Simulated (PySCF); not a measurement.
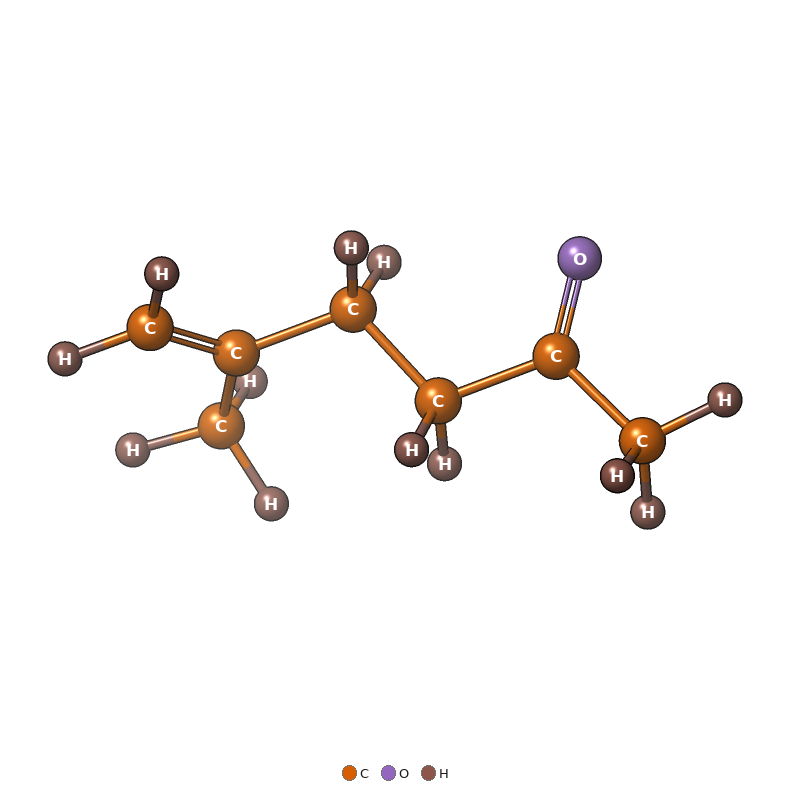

Orthographic view. Atoms fade into the background with distance from the viewer. The computed structure is the end point of a PBE0-D3(BJ)/def2-SVP optimisation. No frequency run is at hand to confirm it as a minimum.

**Give the standard InChI.**

InChI=1S/C7H12O/c1-6(2)4-5-7(3)8/h1,4-5H2,2-3H3
